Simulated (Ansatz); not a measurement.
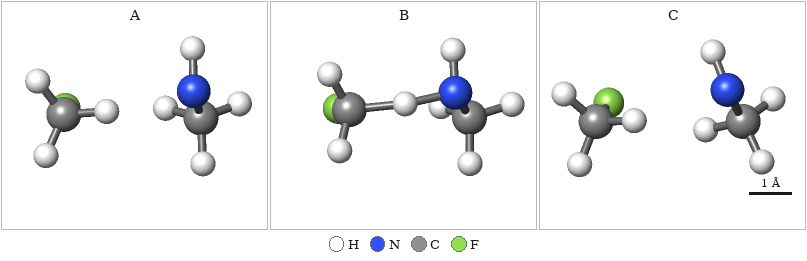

3 geometries from a converged minimum-energy path of C2H7FN (multiplicity 2), made up of CH₅N and CH2F, shuffled. A ball-and-stick model, seen at a tilt.

Theory: UKS PBE0/def2-SVP (Ansatz). Set-up: 9 movable images; climbing image; force threshold 0.05 eV/Å; iteration limit 50; starting path through a guess of the saddle point.

Which of them lies highest in energy?

B. In order along the path, whose images run from 0 to 10: B (image 5, +0.46 eV), A (image 7, −0.09 eV), C (image 9, −0.11 eV). A hydrogen atom shifts from one atom to another. Breaking: H–N (1.02 → 2.54 Å). Forming: C–H (3.21 → 1.10 Å).

Limits of the set-up: the start holds two separate molecules, 2.3 Å apart at their closest, whose relative position is a soft coordinate and is computed without a dispersion correction.

The run took 11 min on 2 threads of Arm Neoverse N1 (shared host), peak memory 0.27 GiB.
